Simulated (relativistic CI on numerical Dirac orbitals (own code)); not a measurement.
# Ge²⁺: one ion under different settings

Aim: see what numerical and physical settings do to the SCF, the total energy and the lowest levels of Ge²⁺.

Method: Dirac-Coulomb-Breit CI, KLI orbitals optimised for each configuration, model QED (radiative potential, 1s self-energy scaled to tabulated hydrogen-like ionisation energies), numerical settings as typed. Code: relativistic CI on numerical Dirac orbitals (own code) version 3.

## 1. The system

| Item | Value |
| --- | --- |
| ion | Ge²⁺ (Ge III) |
| nuclear charge | 32 |
| electrons | 30 |
| isotope | A = 74 |

## 2. Usual settings

Input settings:

```ini
atom Ge  Z=32  charge=2  electrons=30
nucleus A=74  rms_radius_fm=4.0742
hamiltonian dirac-coulomb  breit=on  qed=on  c_scale=1
orbitals kli  potential=per-configuration
slater_scale 1
correlation none
mixing on
grid step=0.0125 r_max=49.7
scf mixing=0.4 start=green max_iterations=150 tolerance=2e-08 node_fill=0.05
configurations
  [Ar] 3d10 4s2
  [Ar] 3d10 4s 4p
  [Ar] 3d10 4p2
  [Ar] 3d10 4s 4d
  [Ar] 3d10 4s 4f
end
```

Command:

```sh
$ python run_levels.py task.json out
```

task.json lists these runs, among others, and the program works through them in turn.

Main fields of the result record, rounded:

```text
{
  "status": "converged",
  "levels [i, E_cm, J2, conf, term, w_term, w_jj]": [
    [0, 0, 0, "4s2", "1S", 0.9602, 0.9602],
    [1, 58041.55, 0, "4s 4p", "3P*", 1, 1],
    [2, 58795.789, 2, "4s 4p", "3P*", 0.9995, 0.6881],
    [3, 60367.292, 4, "4s 4p", "3P*", 1, 1],
    [4, 99850.203, 2, "4s 4p", "1P*", 0.9995, 0.6881],
    [5, 139007.32, 4, "4p2", "1D", 0.5973, 0.4824],
    [6, 143949.82, 0, "4p2", "3P", 0.9971, 0.7145],
    [7, 144778.3, 2, "4p2", "3P", 1, 1],
    [8, 146329.65, 4, "4p2", "3P", 0.9875, 0.7297],
    [9, 157842.31, 2, "4s 4d", "3D", 1, 1],
    [10, 157907.14, 4, "4s 4d", "3D", 1, 0.602],
    [11, 158005, 6, "4s 4d", "3D", 1, 1],
    [12, 179582.99, 0, "4p2", "1S", 0.9575, 0.6891],
    [13, 182300.52, 4, "4s 4d", "1D", 0.6025, 0.3639],
    "... 4 more rows left out ..."
  ],
  "total_energy [Ha]": -2095.0911227,
  "n_levels_all": 18,
  "overlap": 2.71463e-12,
  "scf_iterations": [12, 12, 12, 13, 12],
  "orbital_energies [Ha]": {"1s": -403.108, "2s": -51.1756, "2p1/2": -45.5959, "2p3/2": -44.4274, "3s": -7.12734, "3p1/2": -5.28161, "3p3/2": -5.12606, "3d3/2": -1.9951, "3d5/2": -1.97367, "4s": -1.1887},
  "configurations [conf, odd, states, E_av_Ha, breit_Ha, qed_Ha]": [
    ["4s2", 0, 1, -2096.646181, 0.9491, 0.6385],
    ["4s 4p", 1, 12, -2096.360861, 0.949, 0.6381],
    ["4p2", 0, 15, -2095.990218, 0.9489, 0.6377],
    ["4s 4d", 0, 20, -2095.950041, 0.9486, 0.6381],
    ["4s 4f", 1, 28, -2095.747234, 0.9486, 0.6382]
  ],
  "scf_steps of the first configuration [iteration, E_Ha, residual, outer_eigenvalue_Ha]": [
    [1, -2082.772155, 2.27, -2.179],
    [2, -2095.609057, 0.674, -1.52],
    [3, -2096.522251, 0.124, -1.251],
    [4, -2096.603232, 0.156, -1.243],
    [5, -2096.646549, 0.00864, -1.191],
    [6, -2096.645758, 0.00416, -1.189],
    [7, -2096.646146, 0.00042, -1.189],
    [8, -2096.646185, 5.14e-05, -1.189],
    [9, -2096.646184, 3.85e-05, -1.189],
    [10, -2096.646181, 3.45e-06, -1.189],
    [11, -2096.646181, 2.61e-07, -1.189],
    [12, -2096.646181, 1.69e-09, -1.189]
  ]
}
```

Run time: 0.18 s. Hardware: 1 thread, shared host.

## 3. Grid step 0.03, Breit term off

Input settings:

```ini
atom Ge  Z=32  charge=2  electrons=30
nucleus A=74  rms_radius_fm=4.0742
hamiltonian dirac-coulomb  breit=off  qed=on  c_scale=1
orbitals kli  potential=per-configuration
slater_scale 1
correlation none
mixing on
grid step=0.03 r_max=49.7
scf mixing=0.4 start=green max_iterations=150 tolerance=2e-08 node_fill=0.05
configurations
  [Ar] 3d10 4s2
  [Ar] 3d10 4s 4p
  [Ar] 3d10 4p2
  [Ar] 3d10 4s 4d
  [Ar] 3d10 4s 4f
end
```

Results of the run:

```text
{
  "status": "converged",
  "levels [i, E_cm, J2, conf, term, w_term]": [
    [0, 0, 0, "4s2", "1S", 0.9602],
    [1, 58016.789, 0, "4s 4p", "3P*", 1],
    [2, 58788.979, 2, "4s 4p", "3P*", 0.9994],
    [3, 60397.029, 4, "4s 4p", "3P*", 1],
    [4, 99863.012, 2, "4s 4p", "1P*", 0.9994],
    [5, 139056.26, 4, "4p2", "1D", 0.5977],
    [6, 143937.33, 0, "4p2", "3P", 0.9969],
    [7, 144788.48, 2, "4p2", "3P", 1],
    "... 10 more rows left out ..."
  ],
  "total_energy [Ha]": -2096.0399898,
  "n_levels_all": 18,
  "overlap": 1.18158e-09,
  "scf_iterations": [12, 12, 12, 13, 12],
  "orbital_energies [Ha]": {"1s": -403.108, "2s": -51.1756, "2p1/2": -45.5959, "2p3/2": -44.4274, "3s": -7.12734, "3p1/2": -5.28161, "3p3/2": -5.12606, "3d3/2": -1.9951, "3d5/2": -1.97367, "4s": -1.1887},
  "configurations [conf, odd, states, E_av_Ha, breit_Ha, qed_Ha]": [
    ["4s2", 0, 1, -2096.64601, 0, 0.6385],
    ["4s 4p", 1, 12, -2096.360689, 0, 0.6381],
    ["4p2", 0, 15, -2095.990046, 0, 0.6377],
    ["4s 4d", 0, 20, -2095.949869, 0, 0.6381],
    ["4s 4f", 1, 28, -2095.747063, 0, 0.6382]
  ],
  "scf_steps of the first configuration [iteration, E_Ha, residual, outer_eigenvalue_Ha]": [
    [1, -2082.771989, 2.27, -2.179],
    [2, -2095.608886, 0.674, -1.52],
    [3, -2096.522079, 0.124, -1.251],
    [4, -2096.60306, 0.156, -1.243],
    [5, -2096.646377, 0.00864, -1.191],
    [6, -2096.645586, 0.00416, -1.189],
    [7, -2096.645974, 0.00042, -1.189],
    [8, -2096.646013, 5.14e-05, -1.189],
    [9, -2096.646012, 3.85e-05, -1.189],
    [10, -2096.646009, 3.45e-06, -1.189],
    [11, -2096.64601, 2.61e-07, -1.189],
    [12, -2096.64601, 1.69e-09, -1.189]
  ]
}
```

It took 0.084 s on 1 thread, shared host.

## 4. Speed-of-light factor 10, Slater scale 0.6

Input settings:

```ini
atom Ge  Z=32  charge=2  electrons=30
nucleus A=74  rms_radius_fm=4.0742
hamiltonian dirac-coulomb  breit=on  qed=on  c_scale=10
orbitals kli  potential=per-configuration
slater_scale 0.6
correlation none
mixing on
grid step=0.0125 r_max=49.7
scf mixing=0.4 start=green max_iterations=150 tolerance=2e-08 node_fill=0.05
configurations
  [Ar] 3d10 4s2
  [Ar] 3d10 4s 4p
  [Ar] 3d10 4p2
  [Ar] 3d10 4s 4d
  [Ar] 3d10 4s 4f
end
```

Results of the run:

```text
{
  "status": "converged",
  "levels [i, E_cm, J2, conf, term, w_term]": [
    [0, 0, 0, "4s2", "1S", 0.9815],
    [1, 56148.133, 0, "4s 4p", "3P*", 1],
    [2, 56155.351, 2, "4s 4p", "3P*", 1],
    [3, 56169.822, 4, "4s 4p", "3P*", 1],
    [4, 80262.168, 2, "4s 4p", "1P*", 1],
    [5, 134897.1, 4, "4p2", "1D", 0.7081],
    [6, 136712.6, 0, "4p2", "3P", 1],
    [7, 136719.85, 2, "4p2", "3P", 1],
    "... 10 more rows left out ..."
  ],
  "total_energy [Ha]": -2074.2458942,
  "n_levels_all": 18,
  "overlap": 2.89554e-12,
  "scf_iterations": [12, 12, 12, 13, 12],
  "orbital_energies [Ha]": {"1s": -397.524, "2s": -49.9323, "2p1/2": -44.5328, "2p3/2": -44.5215, "3s": -6.92722, "3p1/2": -5.13263, "3p3/2": -5.13113, "3d3/2": -2.01144, "3d5/2": -2.01123, "4s": -1.17058},
  "configurations [conf, odd, states, E_av_Ha, breit_Ha, qed_Ha]": [
    ["4s2", 0, 1, -2074.722165, 0.009352, 0.48],
    ["4s 4p", 1, 12, -2074.451633, 0.009352, 0.4797],
    ["4p2", 0, 15, -2074.09708, 0.009351, 0.4794],
    ["4s 4d", 0, 20, -2074.044712, 0.009348, 0.4797],
    ["4s 4f", 1, 28, -2073.840778, 0.009348, 0.4798]
  ],
  "scf_steps of the first configuration [iteration, E_Ha, residual, outer_eigenvalue_Ha]": [
    [1, -2061.791627, 2.21, -2.117],
    [2, -2073.75264, 0.666, -1.49],
    [3, -2074.610533, 0.117, -1.23],
    [4, -2074.68361, 0.149, -1.221],
    [5, -2074.72238, 0.00484, -1.172],
    [6, -2074.721805, 0.00364, -1.171],
    [7, -2074.722151, 0.000119, -1.171],
    [8, -2074.722165, 7.46e-06, -1.171],
    [9, -2074.722166, 8.58e-06, -1.171],
    [10, -2074.722165, 2.62e-07, -1.171],
    [11, -2074.722165, 2.81e-07, -1.171],
    [12, -2074.722165, 7.47e-09, -1.171]
  ]
}
```

Run time: 0.18 s. Hardware: 1 thread, shared host.

With a scaled speed of light this is not the real ion; the QED potentials keep the true α and change only through the orbitals.

## 5. Iteration limit 30

Input settings:

```ini
atom Ge  Z=32  charge=2  electrons=30
nucleus A=74  rms_radius_fm=4.0742
hamiltonian dirac-coulomb  breit=on  qed=on  c_scale=1
orbitals kli  potential=per-configuration
slater_scale 1
correlation none
mixing on
grid step=0.0125 r_max=49.7
scf mixing=0.4 start=green max_iterations=30 tolerance=2e-08 node_fill=0.05
configurations
  [Ar] 3d10 4s2
  [Ar] 3d10 4s 4p
  [Ar] 3d10 4p2
  [Ar] 3d10 4s 4d
  [Ar] 3d10 4s 4f
end
```

Results of the run:

```text
{
  "status": "converged",
  "levels [i, E_cm, J2, conf, term, w_term]": [
    [0, 0, 0, "4s2", "1S", 0.9602],
    [1, 58041.55, 0, "4s 4p", "3P*", 1],
    [2, 58795.789, 2, "4s 4p", "3P*", 0.9995],
    [3, 60367.292, 4, "4s 4p", "3P*", 1],
    [4, 99850.203, 2, "4s 4p", "1P*", 0.9995],
    [5, 139007.32, 4, "4p2", "1D", 0.5973],
    [6, 143949.82, 0, "4p2", "3P", 0.9971],
    [7, 144778.3, 2, "4p2", "3P", 1],
    "... 10 more rows left out ..."
  ],
  "total_energy [Ha]": -2095.0911227,
  "n_levels_all": 18,
  "overlap": 2.71463e-12,
  "scf_iterations": [12, 12, 12, 13, 12],
  "orbital_energies [Ha]": {"1s": -403.108, "2s": -51.1756, "2p1/2": -45.5959, "2p3/2": -44.4274, "3s": -7.12734, "3p1/2": -5.28161, "3p3/2": -5.12606, "3d3/2": -1.9951, "3d5/2": -1.97367, "4s": -1.1887},
  "configurations [conf, odd, states, E_av_Ha, breit_Ha, qed_Ha]": [
    ["4s2", 0, 1, -2096.646181, 0.9491, 0.6385],
    ["4s 4p", 1, 12, -2096.360861, 0.949, 0.6381],
    ["4p2", 0, 15, -2095.990218, 0.9489, 0.6377],
    ["4s 4d", 0, 20, -2095.950041, 0.9486, 0.6381],
    ["4s 4f", 1, 28, -2095.747234, 0.9486, 0.6382]
  ],
  "scf_steps of the first configuration [iteration, E_Ha, residual, outer_eigenvalue_Ha]": [
    [1, -2082.772155, 2.27, -2.179],
    [2, -2095.609057, 0.674, -1.52],
    [3, -2096.522251, 0.124, -1.251],
    [4, -2096.603232, 0.156, -1.243],
    [5, -2096.646549, 0.00864, -1.191],
    [6, -2096.645758, 0.00416, -1.189],
    [7, -2096.646146, 0.00042, -1.189],
    [8, -2096.646185, 5.14e-05, -1.189],
    [9, -2096.646184, 3.85e-05, -1.189],
    [10, -2096.646181, 3.45e-06, -1.189],
    [11, -2096.646181, 2.61e-07, -1.189],
    [12, -2096.646181, 1.69e-09, -1.189]
  ]
}
```

Wall time 0.18 s (1 thread, shared host).

## 6. Tolerance 1e-10

Settings: those of step 5 with these lines changed.

```diff
@@ -8,3 +8,3 @@
 grid step=0.0125 r_max=49.7
-scf mixing=0.4 start=green max_iterations=30 tolerance=2e-08 node_fill=0.05
+scf mixing=0.4 start=green max_iterations=150 tolerance=1e-10 node_fill=0.05
 configurations
```

Results of the run:

```text
{
  "status": "converged",
  "levels [i, E_cm, J2, conf, term, w_term]": [
    [0, 0, 0, "4s2", "1S", 0.9602],
    [1, 58041.55, 0, "4s 4p", "3P*", 1],
    [2, 58795.789, 2, "4s 4p", "3P*", 0.9995],
    [3, 60367.292, 4, "4s 4p", "3P*", 1],
    [4, 99850.203, 2, "4s 4p", "1P*", 0.9995],
    [5, 139007.32, 4, "4p2", "1D", 0.5973],
    [6, 143949.82, 0, "4p2", "3P", 0.9971],
    [7, 144778.3, 2, "4p2", "3P", 1],
    "... 10 more rows left out ..."
  ],
  "total_energy [Ha]": -2095.0911227,
  "n_levels_all": 18,
  "overlap": 2.71508e-12,
  "scf_iterations": [13, 14, 13, 13, 13],
  "orbital_energies [Ha]": {"1s": -403.108, "2s": -51.1756, "2p1/2": -45.5959, "2p3/2": -44.4274, "3s": -7.12734, "3p1/2": -5.28161, "3p3/2": -5.12606, "3d3/2": -1.9951, "3d5/2": -1.97367, "4s": -1.1887},
  "configurations [conf, odd, states, E_av_Ha, breit_Ha, qed_Ha]": [
    ["4s2", 0, 1, -2096.646181, 0.9491, 0.6385],
    ["4s 4p", 1, 12, -2096.360861, 0.949, 0.6381],
    ["4p2", 0, 15, -2095.990218, 0.9489, 0.6377],
    ["4s 4d", 0, 20, -2095.950041, 0.9486, 0.6381],
    ["4s 4f", 1, 28, -2095.747234, 0.9486, 0.6382]
  ],
  "scf_steps of the first configuration [iteration, E_Ha, residual, outer_eigenvalue_Ha]": [
    [1, -2082.772155, 2.27, -2.179],
    [2, -2095.609057, 0.674, -1.52],
    [3, -2096.522251, 0.124, -1.251],
    [4, -2096.603232, 0.156, -1.243],
    [5, -2096.646549, 0.00864, -1.191],
    [6, -2096.645758, 0.00416, -1.189],
    [7, -2096.646146, 0.00042, -1.189],
    [8, -2096.646185, 5.14e-05, -1.189],
    [9, -2096.646184, 3.85e-05, -1.189],
    [10, -2096.646181, 3.45e-06, -1.189],
    [11, -2096.646181, 2.61e-07, -1.189],
    [12, -2096.646181, 1.69e-09, -1.189],
    [13, -2096.646181, 8.03e-11, -1.189]
  ]
}
```

It took 0.19 s on 1 thread, shared host.

## 7. Speed-of-light factor 0.4

Input settings:

```ini
atom Ge  Z=32  charge=2  electrons=30
nucleus A=74  rms_radius_fm=4.0742
hamiltonian dirac-coulomb  breit=on  qed=on  c_scale=0.4
orbitals kli  potential=per-configuration
slater_scale 1
correlation none
mixing on
grid step=0.0125 r_max=49.7
scf mixing=0.4 start=green max_iterations=80 tolerance=2e-08 node_fill=0.05
configurations
  [Ar] 3d10 4s2
  [Ar] 3d10 4s 4p
  [Ar] 3d10 4p2
  [Ar] 3d10 4s 4d
  [Ar] 3d10 4s 4f
end
```

Results of the run:

```text
{
  "status": "converged",
  "levels [i, E_cm, J2, conf, term, w_term]": [
    [0, 0, 0, "4s2", "1S", 0.9733],
    [1, 68837.29, 0, "4s 4p", "3P*", 1],
    [2, 73895.482, 2, "4s 4p", "3P*", 0.9774],
    [3, 86994.573, 4, "4s 4p", "3P*", 1],
    [4, 122027.72, 2, "4s 4p", "1P*", 0.9774],
    [5, 174689.56, 4, "4s 4d", "1D", 0.5867],
    [6, 175809, 0, "4p2", "3P", 0.9124],
    [7, 183925.34, 2, "4s 4d", "3D", 0.939],
    "... 10 more rows left out ..."
  ],
  "total_energy [Ha]": -2229.1518561,
  "n_levels_all": 18,
  "overlap": 1.9534e-12,
  "scf_iterations": [12, 12, 12, 12, 12],
  "orbital_energies [Ha]": {"1s": -438.989, "2s": -59.3905, "2p1/2": -52.5482, "2p3/2": -43.752, "3s": -8.48886, "3p1/2": -6.29902, "3p3/2": -5.08488, "3d3/2": -1.90444, "3d5/2": -1.77916, "4s": -1.31658},
  "configurations [conf, odd, states, E_av_Ha, breit_Ha, qed_Ha]": [
    ["4s2", 0, 1, -2237.288584, 6.509, 1.654],
    ["4s 4p", 1, 12, -2236.898246, 6.508, 1.652],
    ["4p2", 0, 15, -2236.413723, 6.507, 1.651],
    ["4s 4d", 0, 20, -2236.463001, 6.506, 1.652],
    ["4s 4f", 1, 28, -2236.266553, 6.506, 1.653]
  ],
  "scf_steps of the first configuration [iteration, E_Ha, residual, outer_eigenvalue_Ha]": [
    [1, -2216.773483, 2.61, -2.6],
    [2, -2235.73659, 0.801, -1.722],
    [3, -2237.064984, 0.169, -1.39],
    [4, -2237.208652, 0.198, -1.397],
    [5, -2237.288698, 0.0367, -1.327],
    [6, -2237.287726, 0.00709, -1.316],
    [7, -2237.288434, 0.00185, -1.316],
    [8, -2237.288587, 7.06e-05, -1.317],
    [9, -2237.288596, 0.000159, -1.317],
    [10, -2237.288583, 7.61e-06, -1.317],
    [11, -2237.288584, 2.61e-07, -1.317],
    [12, -2237.288584, 1.89e-09, -1.317]
  ]
}
```

Wall time 0.18 s (1 thread, shared host).

This setting is unsound; the numbers are not properties of the ion.

With a scaled speed of light this is not the real ion; the QED potentials keep the true α and change only through the orbitals.

## 8. Slater scale 5

Input settings:

```ini
atom Ge  Z=32  charge=2  electrons=30
nucleus A=74  rms_radius_fm=4.0742
hamiltonian dirac-coulomb  breit=on  qed=on  c_scale=1
orbitals kli  potential=per-configuration
slater_scale 5
correlation none
mixing on
grid step=0.0125 r_max=49.7
scf mixing=0.4 start=green max_iterations=91 tolerance=2e-08 node_fill=0.05
configurations
  [Ar] 3d10 4s2
  [Ar] 3d10 4s 4p
  [Ar] 3d10 4p2
  [Ar] 3d10 4s 4d
  [Ar] 3d10 4s 4f
end
```

Results of the run:

```text
{
  "status": "converged",
  "levels [i, E_cm, J2, conf, term, w_term]": [
    [0, 0, 0, "4s2", "1S", 0.791],
    [1, 99884.71, 0, "4s 4p", "3P*", 1],
    [2, 101110.48, 2, "4s 4p", "3P*", 1],
    [3, 103556.69, 4, "4s 4p", "3P*", 1],
    [4, 159423.22, 4, "4p2", "1D", 0.5213],
    [5, 205457.19, 0, "4p2", "3P", 0.9999],
    [6, 206232.81, 2, "4p2", "3P", 0.9999],
    [7, 207845.02, 4, "4p2", "3P", 0.9996],
    "... 10 more rows left out ..."
  ],
  "total_energy [Ha]": -2095.4692049,
  "n_levels_all": 18,
  "overlap": 2.71463e-12,
  "scf_iterations": [12, 12, 12, 13, 12],
  "orbital_energies [Ha]": {"1s": -403.108, "2s": -51.1756, "2p1/2": -45.5959, "2p3/2": -44.4274, "3s": -7.12734, "3p1/2": -5.28161, "3p3/2": -5.12606, "3d3/2": -1.9951, "3d5/2": -1.97367, "4s": -1.1887},
  "configurations [conf, odd, states, E_av_Ha, breit_Ha, qed_Ha]": [
    ["4s2", 0, 1, -2096.646181, 0.9491, 0.6385],
    ["4s 4p", 1, 12, -2096.360861, 0.949, 0.6381],
    ["4p2", 0, 15, -2095.990218, 0.9489, 0.6377],
    ["4s 4d", 0, 20, -2095.950041, 0.9486, 0.6381],
    ["4s 4f", 1, 28, -2095.747234, 0.9486, 0.6382]
  ],
  "scf_steps of the first configuration [iteration, E_Ha, residual, outer_eigenvalue_Ha]": [
    [1, -2082.772155, 2.27, -2.179],
    [2, -2095.609057, 0.674, -1.52],
    [3, -2096.522251, 0.124, -1.251],
    [4, -2096.603232, 0.156, -1.243],
    [5, -2096.646549, 0.00864, -1.191],
    [6, -2096.645758, 0.00416, -1.189],
    [7, -2096.646146, 0.00042, -1.189],
    [8, -2096.646185, 5.14e-05, -1.189],
    [9, -2096.646184, 3.85e-05, -1.189],
    [10, -2096.646181, 3.45e-06, -1.189],
    [11, -2096.646181, 2.61e-07, -1.189],
    [12, -2096.646181, 1.69e-09, -1.189]
  ]
}
```

Run time: 0.19 s. Hardware: 1 thread, shared host.

This setting is unsound; the numbers are not properties of the ion.

## 9. Comparison

| setting | total energy less usual (Ha) | largest shift of a level among the lowest eight of both runs, same label and place (cm⁻¹) | SCF iterations | time | lowest level | kind of change |
| --- | --- | --- | --- | --- | --- | --- |
| usual | 0 | 0 | 61 | 0.18 s | 4s2 1S0 | - |
| grid step 0.03, Breit term off | -0.949 | 48.9 | 61 | 0.084 s | 4s2 1S0 | model term |
| speed-of-light factor 10, Slater scale 0.6 | 20.8 | 19600 | 61 | 0.18 s | 4s2 1S0 | unphysical constant |
| iteration limit 30 | 0 | 0 | 61 | 0.18 s | 4s2 1S0 | numerical |
| tolerance 1e-10 | 0 | 0 | 66 | 0.19 s | 4s2 1S0 | numerical |
| speed-of-light factor 0.4 | -134 | 31900 | 60 | 0.18 s | 4s2 1S0 | unsound |
| Slater scale 5 | -0.378 | 61500 | 61 | 0.19 s | 4s2 1S0 | unsound |

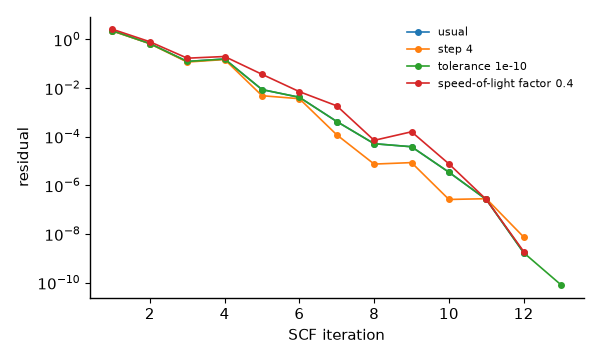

Residual of the first configuration's SCF.

## 10. Summary of results

| quantity | value |
| --- | --- |
| lowest level, usual settings | 4s2 1S0 |
| total energy | -2095.0911 Ha |
| first excitation | 58042 cm⁻¹ |

**Reading.** Among the runs whose levels can be followed, they move most under «Slater scale 5» (unsound), by up to 61500 cm⁻¹. No visible change in the result comes from «iteration limit 30» or «tolerance 1e-10». Only the listed configurations are in the model. In a near-neutral ion this small CI can misplace whole configurations by 10,000 cm⁻¹ or more.
